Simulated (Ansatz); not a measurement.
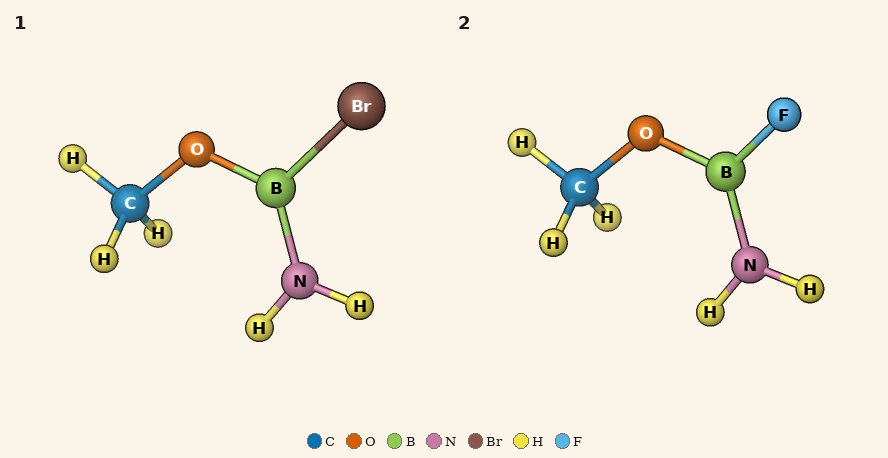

2 molecules with one skeleton, seen from the same side and at one scale. Charge 0, singlet. Computed geometries: PBE0-D4/def2-TZVP optimisations, one conformation each. Properties computed with Ansatz 0.2.0.

One atom differs, called X below: Br in panel 1, F in panel 2. Their formulas are CH5BBrNO (`COB(N)Br`), CH5BFNO (`COB(N)F`).

Question: In which is the HOMO–LUMO gap larger (ωB97M-V/def2-SVP)?

Answer: In panel 2 (X = F).

Question: In which is the length of X–B larger (PBE0-D4/def2-TZVP)?

Answer: In panel 1 (X = Br).

Give the values. With PBE0-D4/def2-TZVP: length of X–B (Å), angle N–B–X (°). With ωB97M-V/def2-SVP: HOMO energy (Kohn–Sham orbital) (eV), HOMO–LUMO gap (eV).

```csv
quantity,1 (Br),2 (F),2 − 1
length of X–B (Å),1.942,1.338,−0.604
angle N–B–X (°),118.5,118.8,+0.3
HOMO energy (Kohn–Sham orbital) (eV),−9.87,−10.17,−0.30
HOMO–LUMO gap (eV),12.86,13.29,+0.43
```
